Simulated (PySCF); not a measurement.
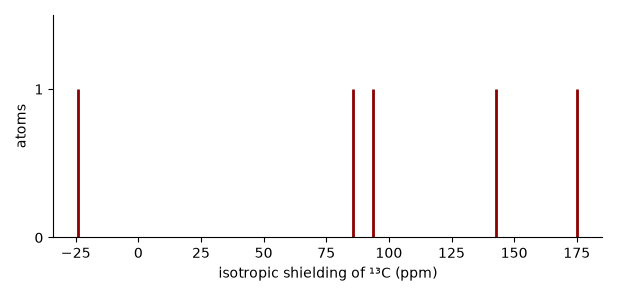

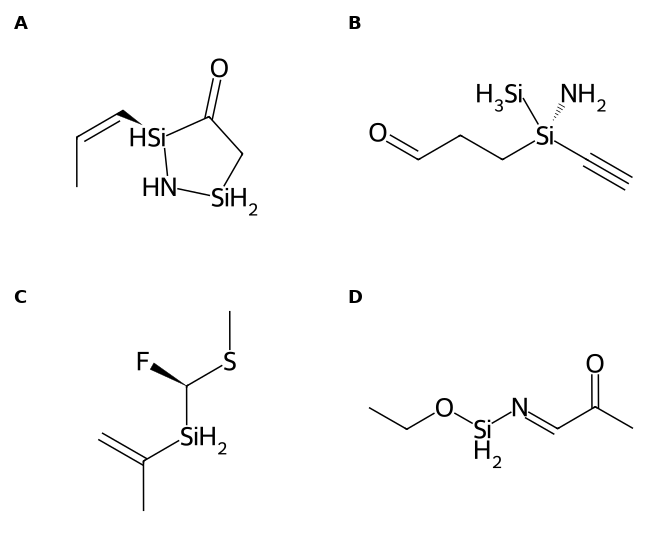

The sticks are computed shieldings of one of the molecules, for one fixed geometry (GFN2-xTB) without averaging over rotations. Low shielding means a high chemical shift. Method: GIAO PBE0/pcSseg-1 NMR shielding, non-relativistic, gas phase (PySCF 2.14.0).

Question: Which molecule gives this pattern?

Answer: B, `C#C[Si@](N)([SiH3])CCC=O`. Its 5 C atoms give lines at −24.0, 85.8, 93.8, 142.7, 175.3 ppm.

The geometry is semi-empirical. Around Si such bond lengths and angles can be off by a tenth of an ångström or more and by several degrees, and values that hang on the shape move with them.
